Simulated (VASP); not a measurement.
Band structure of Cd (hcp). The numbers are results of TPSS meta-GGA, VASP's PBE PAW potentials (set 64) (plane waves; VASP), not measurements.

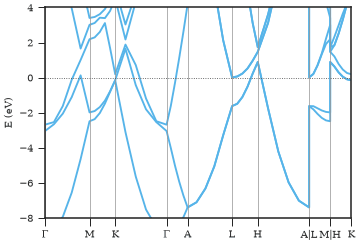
Figure. Bands along high-symmetry lines, zero at the valence-band maximum or, without a gap, the Fermi level

Problem. Read the plot: is there a gap, and where are the band edges?

Solution. It has no gap at this level: it comes out as a metal or semimetal.

The compound is Cd in the hcp structure. It was relaxed first.
